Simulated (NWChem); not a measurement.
**triplet AlNH4O2 at 6 levels**

Aim: a comparison of 6 runs (UHF/STO-3G, UB3LYP/6-31G*, UB3LYP/6-311+G**, UM06-2X/6-311+G**, USVWN5/6-311+G**) of triplet AlNH4O2. 

Program for the calculation: NWChem 7.3.0.

49 further runs of the same task are left out: 1 that didn't finish, 48 set aside as unsound or not needed.

**1. The structure to begin with**

AlNH4O2 has 8 atoms, charge 0, and is taken as a triplet. SMILES of the parent species: `[NH2][Al]([OH])[OH]`. The coordinates come from a PBE0-D4/def2-TZVP relaxation. This is one conformer, not always the lowest. That shape belongs to the parent species and isn't relaxed for this state.

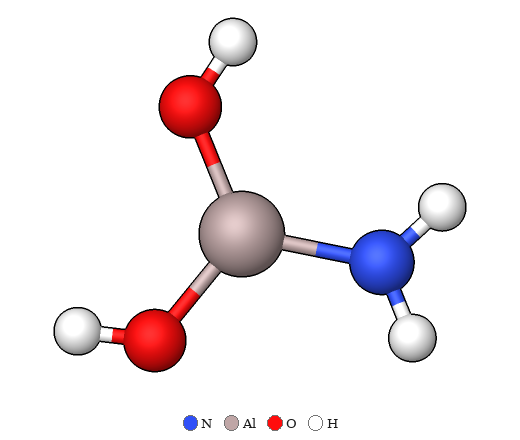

Viewed from a chosen angle; nitrogen blue, aluminium light grey, oxygen red, hydrogen white.

**2. The energy at UHF/STO-3G (run 1)**

alh4no2.nw reads:

```
start alh4no2
memory 2200 mb

geometry noautosym nocenter noautoz
  N     -0.453400     1.370900     0.159000
  Al     0.021900    -0.314300    -0.015200
  O      1.569400    -0.806100    -0.500900
  O     -1.140100    -1.496100     0.324200
  H      0.132800     2.170000    -0.009000
  H     -1.372600     1.662000     0.447700
  H      2.287000    -0.213800    -0.712700
  H     -0.952800    -2.429800     0.251200
end

basis spherical bse
  * library STO-3G
end

scf
  triplet
  uhf
  thresh 1e-08
  maxiter 80
end

task scf energy
```

Started as:

```bash
$ nwchem alh4no2.nw > alh4no2.out
```

Output:

```text
[...]
  functions       =    28
[...]
  wavefunction    = UHF
[...]
         Total SCF energy =   -442.545047193149
      One electron energy =   -942.055358032148
      Two electron energy =    337.811597575485
 Nuclear repulsion energy =    161.698713263514
                       Sz =      1.0000
                 Sz(Sz+1) =      2.0000
                      S^2 =      2.0118
[...]
```

Wall time 3.6 s (1 thread of AMD EPYC 9R45 (Zen 5), shared host); peak memory 0.1 GiB.

**3. A single-point energy at UB3LYP/6-31G(d) (spherical functions) (run 2)**

alh4no2.nw reads:

```
start alh4no2
memory total 2200 mb
charge 0

geometry units angstroms noautosym nocenter noautoz
   N     -0.453400     1.370900     0.159000
   Al     0.021900    -0.314300    -0.015200
   O      1.569400    -0.806100    -0.500900
   O     -1.140100    -1.496100     0.324200
   H      0.132800     2.170000    -0.009000
   H     -1.372600     1.662000     0.447700
   H      2.287000    -0.213800    -0.712700
   H     -0.952800    -2.429800     0.251200
end

basis spherical bse
   * library 6-31G*
end

dft
   xc b3lyp
   mult 3
   grid xfine
   convergence energy 1e-08
   maxiter 100
   mulliken
   noprint "final vectors analysis"
end

task dft energy
```

Started as:

```bash
$ nwchem alh4no2.nw > alh4no2.out
```

Output:

```text
[...]
          Wavefunction type:  spin polarized.
          No. of atoms     :     8
          No. of electrons :    40
[...]
          Charge           :     0
          Spin multiplicity:     3
[...]
          AO basis - number of functions:    68
[...]
              XC Information
              --------------
                         B3LYP Method XC Potential
                     Hartree-Fock (Exact) Exchange  0.200
                        Slater Exchange Functional  0.800 local
                    Becke 1988 Exchange Functional  0.720 non-local
              Lee-Yang-Parr Correlation Functional  0.810
                  VWN I RPA Correlation Functional  0.190 local
[...]
 d= 0,ls=0.0,diis     1   -449.7806338877 -6.11D+02  4.10D-02  3.57D-01     2.0
[...]
 d= 0,ls=0.0,diis    15   -449.9611183578 -3.06D-09  2.12D-06  1.21D-09    27.3
[...]
         Total DFT energy =     -449.961118357831
      One electron energy =     -943.083323353218
           Coulomb energy =      375.799637636504
    Exchange-Corr. energy =      -44.376145904631
 Nuclear repulsion energy =      161.698713263514
[...]
      Total Density - Mulliken Population Analysis
     ---------------------------------------------
    Atom       Charge   Shell Charges
 -----------   ------   -------------------------------------------------------
    1 N    7     7.39   2.00  0.87  2.39  0.74  1.38  0.02
    2 Al  13    12.68   2.00  2.00  5.97  0.52  0.91  0.71  0.25  0.34
    3 O    8     8.69   2.00  0.90  2.92  0.92  1.93  0.01
    4 O    8     8.70   2.00  0.90  2.93  0.93  1.93  0.01
    5 H    1     0.69   0.49  0.20
    6 H    1     0.67   0.49  0.18
    7 H    1     0.59   0.47  0.12
    8 H    1     0.59   0.47  0.12
[...]
      <S2> =      2.0030 (Exact =     2.0000)
[...]
```

Run time: 28 s. Hardware: 1 thread of AMD EPYC 9R45 (Zen 5), shared host; peak memory 0.14 GiB.

Runs 3 to 4 aren't shown in full; the table further down has their settings and results.

**4. The energy at UM06-2X/6-311+G(d,p) (run 5)**

a.nw reads:

```
START a
memory total 2200 mb

GEOMETRY units angstrom noautosym nocenter noautoz
  N    -0.453400    1.370900    0.159000
  Al    0.021900   -0.314300   -0.015200
  O     1.569400   -0.806100   -0.500900
  O    -1.140100   -1.496100    0.324200
  H     0.132800    2.170000   -0.009000
  H    -1.372600    1.662000    0.447700
  H     2.287000   -0.213800   -0.712700
  H    -0.952800   -2.429800    0.251200
END

BASIS spherical bse
  * library 6-311+G**
END

DFT
  xc m06-2x
  mult 3
  grid fine
  convergence energy 1e-08
  iterations 100
  mulliken
END

TASK dft
```

Started as:

```bash
$ nwchem a.nw > a.out
```

Output:

```text
[...]
          Wavefunction type:  spin polarized.
          No. of atoms     :     8
          No. of electrons :    40
[...]
          Charge           :     0
          Spin multiplicity:     3
[...]
          AO basis - number of functions:   120
[...]
              XC Information
              --------------
                       M06-2X Method XC Functional
                     Hartree-Fock (Exact) Exchange  0.540
                        M06-2X Exchange Functional  1.000
                      M06-2X Correlation Potential  1.000
[...]
 d= 0,ls=0.0,diis     1   -449.7788964496 -6.11D+02  1.79D-02  4.20D-01     2.7
[...]
 d= 0,ls=0.0,diis    15   -449.9631318295 -3.84D-09  2.94D-06  2.24D-10    35.5
[...]
         Total DFT energy =     -449.963131829498
      One electron energy =     -942.264054177586
           Coulomb energy =      374.829906390632
    Exchange-Corr. energy =      -44.227697306058
 Nuclear repulsion energy =      161.698713263514
[...]
      Total Density - Mulliken Population Analysis
     ---------------------------------------------
    Atom       Charge   Shell Charges
 -----------   ------   -------------------------------------------------------
    1 N    7     7.10   1.10  0.90  0.76  0.95  1.71  0.62  1.22 -0.28  0.12  0.01
    2 Al  13    13.27   0.79  1.18  0.96  1.03  0.59  0.68  2.14  3.77  0.62  0.20  0.58 -0.11  0.45  0.38
    3 O    8     8.36   1.09  0.91  0.96  0.98  2.06  0.85  1.72 -0.30  0.09  0.01
    4 O    8     8.41   1.09  0.91  0.97  0.98  2.07  0.85  1.73 -0.28  0.11  0.01
    5 H    1     0.64   0.26  0.35 -0.01  0.04
    6 H    1     0.74   0.26  0.34  0.09  0.04
    7 H    1     0.75   0.26  0.33  0.09  0.07
    8 H    1     0.74   0.26  0.33  0.08  0.07
[...]
      <S2> =      2.0049 (Exact =     2.0000)
[...]
```

It took 36 s on 1 thread of AMD EPYC 9R45 (Zen 5), shared host; peak memory 0.12 GiB.

**5. A single-point energy at USVWN5/6-311+G(d,p) (run 6)**

run.py reads:

```python
from ase import Atoms
from ase.calculators.nwchem import NWChem

system = Atoms('NAlOOHHHH', positions=[
    [-0.453400, 1.370900, 0.159000],
    [0.021900, -0.314300, -0.015200],
    [1.569400, -0.806100, -0.500900],
    [-1.140100, -1.496100, 0.324200],
    [0.132800, 2.170000, -0.009000],
    [-1.372600, 1.662000, 0.447700],
    [2.287000, -0.213800, -0.712700],
    [-0.952800, -2.429800, 0.251200],
])

calc = NWChem(
    label='nw',
    theory='dft',
    memory='2200 mb',
    basis='6-311+G**',
    basispar='spherical bse',
    dft={'xc': 'slater vwn_5', 'mult': '3', 'grid': 'fine', 'convergence': 'energy 1e-08', 'iterations': '100', 'mulliken': None},
    task='energy',
)
system.calc = calc

print("Total energy (eV):", round(system.get_potential_energy(), 6))
```

Started as:

```bash
$ export ASE_NWCHEM_COMMAND="nwchem PREFIX.nwi > PREFIX.nwo"
$ python run.py
```

Output:

```text
Total energy (eV): -12177.022362
```

The calculator wrote nw.nwi:

```
title "nw"

permanent_dir nw

scratch_dir nw

start nw

geometry units angstrom nocenter noautosym noautoz
  N  -4.5340000000000003e-01 1.3709000000000000e+00 1.5900000000000000e-01
  Al 2.1899999999999999e-02 -3.1430000000000002e-01 -1.5200000000000000e-02
  O  1.5693999999999999e+00 -8.0610000000000004e-01 -5.0090000000000001e-01
  O  -1.1400999999999999e+00 -1.4961000000000000e+00 3.2419999999999999e-01
  H  1.3280000000000000e-01 2.1699999999999999e+00 -8.9999999999999993e-03
  H  -1.3726000000000000e+00 1.6619999999999999e+00 4.4769999999999999e-01
  H  2.2869999999999999e+00 -2.1379999999999999e-01 -7.1270000000000000e-01
  H  -9.5279999999999998e-01 -2.4298000000000002e+00 2.5119999999999998e-01
end

memory 2200 mb

basis spherical bse noprint
   * library 6-311+G**
end

dft
  xc slater vwn_5
  mult 3
  grid fine
  convergence energy 1e-08
  iterations 100
  mulliken
end

task dft energy
```

nw.nwo:

```text
Northwest Computational Chemistry Package (NWChem) 7.3.0
             --------------------------------------------------------

           Job information
           ---------------

    nwchem branch   = 7.3.0
    use scalapack   = T
    input           = nw.nwi
    prefix          = nw.
    data base       = nw/nw.db
    status          = startup
    nproc           =        1

           Memory information
           ------------------

    heap     =     72089600 doubles =      550.0 Mbytes
    stack    =     72089597 doubles =      550.0 Mbytes
    global   =    144179200 doubles =     1100.0 Mbytes (distinct from heap & stack)
    total    =    288358397 doubles =     2200.0 Mbytes
    verify   = yes
    hardfail = no

[... 105 lines left out ...]
  convergence criterion.
[... 17 lines left out ...]
          Convergence on gradient requested:  5.00D-04
[... 23 lines left out ...]
          Convergence aids based upon iterative change in
[... 28 lines left out ...]
 1-e energy   =    -939.026383
[... 53 lines left out ...]
         Total DFT energy =     -447.497321556326
[... 2 lines left out ...]
    Exchange-Corr. energy =      -41.590284910796
[... 857 lines left out ...]
                     DFT Final Beta Molecular Orbital Analysis
[... 954 lines left out ...]
 center of mass
 --------------
 x =   0.02953783 y =  -0.61127527 z =  -0.02534769

 moments of inertia (a.u.)
 ------------------
         312.339437099370           5.788402275236          78.537028795052
           5.788402275236         278.472202378002          -6.484941355371
          78.537028795052          -6.484941355371         542.114619840303

     Multipole analysis of the density
     ---------------------------------

     L   x y z        total         alpha         beta         nuclear
     -   - - -        -----         -----         ----         -------
     0   0 0 0     -0.000000    -21.000000    -19.000000     40.000000

     1   1 0 0     -0.075886     -0.563585     -0.721158      1.208858
[... 8 lines of this table left out ...]
     2   0 0 2    -27.769777    -25.535296    -15.803030     13.568549

 Task  times  cpu:       55.8s     wall:       55.8s
 Total times  cpu:       55.8s     wall:       55.8s
```

It took 57 s on 1 thread of AMD EPYC 9R45 (Zen 5), shared host; peak memory 0.12 GiB.

**6. All runs side by side**

```csv
run,level,iteration cap,module,energy (Eh),dipole moment (D),⟨S²⟩,wall time
1,UHF/STO-3G,80,scf,-442.545047,5.82,2.012,3.6 s
2,UB3LYP/6-31G* (spherical functions),100,dft,-449.961118,3.19,2.003,28 s
3,UB3LYP/6-31G* (Cartesian functions),100,dft,-449.967974,3.21,2.003,30 s
4,UB3LYP/6-311+G**,100,dft,-450.098323,2.17,2.003,30 s
5,UM06-2X/6-311+G**,100,dft,-449.963132,2.42,2.005,36 s
6,USVWN5/6-311+G**,100,dft,-447.497322,1.84,2.001,57 s
```

**7. Results**

```
                                 quantity          value
                      run 6: total energy  -447.49732 Eh
                     run 6: dipole moment         1.84 D
run 6: HOMO energy (highest over α and β)       -2.60 eV
                              run 6: ⟨S²⟩          2.001
```

What this shows: The dipole moment (its size) runs from 1.84 D (USVWN5/6-311+G**) to 5.82 D (UHF/STO-3G). The two ends differ in method and basis. Totals of different functionals can't be ranked against each other. In run 1 the basis is minimal, so the values are rough. All runs together took 3.1 min, the longest 57 s.
